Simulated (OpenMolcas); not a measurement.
## BGeNH6 (SMILES B[NH][GeH3]): the dipole moment, rung by rung

BGeNH6: 9 atoms, total charge 0, spin state singlet. SMILES: `B[NH][GeH3]`. The coordinates come from a PBE0-D4/def2-TZVP relaxation.

```xyz
9

B    -0.8740    0.6295   -1.1629
N    -0.0233    0.6871   -0.0627
Ge    0.6652   -0.7614    0.8666
H    -1.2179   -0.4407   -1.5810
H    -1.2491    1.6470   -1.6748
H     0.2539    1.5984    0.2725
H     2.2016   -0.7148    0.8049
H     0.1149   -2.0152    0.1846
H     0.2173   -0.6760    2.3357
```

Each level gives the dipole moment (D). The values are calculated.

```json
{"level": "HF/6-31G* (spherical functions)", "kind": "Hartree–Fock", "program": "OpenMolcas", "value (D)": "1.62"}
{"level": "BLYP/6-31G* (spherical functions)", "kind": "GGA", "program": "OpenMolcas", "value (D)": "1.90"}
{"level": "M06-L/6-31G* (spherical functions)", "kind": "meta-GGA", "program": "OpenMolcas", "value (D)": "2.04"}
{"level": "TPSS/6-31G* (spherical functions)", "kind": "meta-GGA", "program": "OpenMolcas", "value (D)": "1.88"}
{"level": "B3LYP/6-31G* (spherical functions)", "kind": "global hybrid", "program": "OpenMolcas", "value (D)": "1.85"}
{"level": "BHLYP/6-31G* (spherical functions)", "kind": "global hybrid", "program": "OpenMolcas", "value (D)": "1.77"}
{"level": "M06-2X/6-31G* (spherical functions)", "kind": "hybrid meta-GGA", "program": "OpenMolcas", "value (D)": "1.77"}
{"level": "PBE0/6-31G* (spherical functions)", "kind": "global hybrid", "program": "OpenMolcas", "value (D)": "1.86"}
```

All-electron rows without a relativistic Hamiltonian named are non-relativistic. The values span 1.62 to 2.04 D. Magnitudes only.

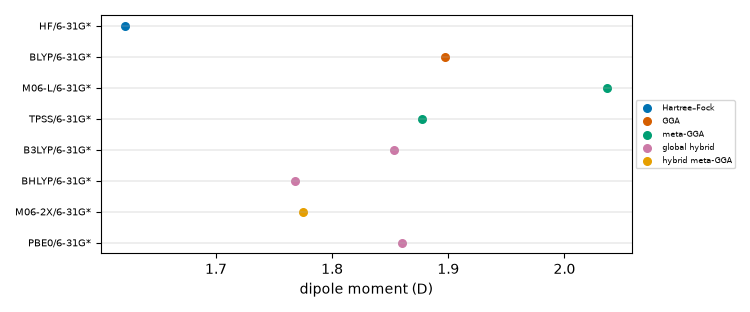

The values of the table, level by level.
